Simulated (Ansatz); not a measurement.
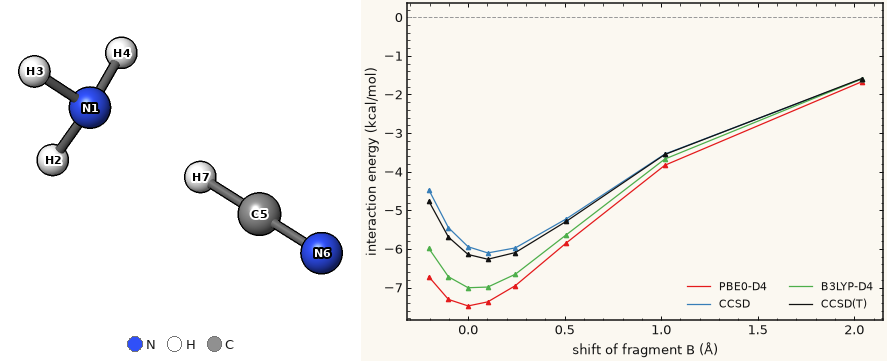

Interaction curve of the pair H₃N (A) and CHN (B), SMILES N.C#N, from the arrangement drawn (closest contact, H···H pairs aside, N1···H7 2.04 Å; others can bind more strongly), without the energy that it costs to deform the partners. The Ansatz code 0.2.0, def2-TZVPPD, cores frozen in correlated methods. Fragment B of a pair is moved rigidly from the minimum (PBE0-D4/def2-TZVP) along the line between the fragments' mean atom positions; interaction energies with counterpoise. Straight lines join the computed points.

> Order the curves at −0.20 Å, where they differ most.

PBE0-D4 −6.72, B3LYP-D4 −5.98, CCSD(T) −4.76, CCSD −4.47 kcal/mol, from lowest to highest.

> Give the values at the computed points.

In kcal/mol:
```
shift of fragment B (Å)  PBE0-D4   CCSD  B3LYP-D4  CCSD(T)
                  −0.20    −6.72  −4.47     −5.98    −4.76
                  −0.10    −7.31  −5.45     −6.72    −5.69
                   0.00    −7.48  −5.94     −7.00    −6.14
                   0.10    −7.37  −6.10     −6.99    −6.27
                   0.24    −6.95  −5.97     −6.65    −6.09
                   0.51    −5.84  −5.22     −5.63    −5.28
                   1.02    −3.83  −3.54     −3.67    −3.55
                   2.04    −1.67  −1.60     −1.60    −1.59
```

Caveats: restricted reference unstable towards unrestricted.
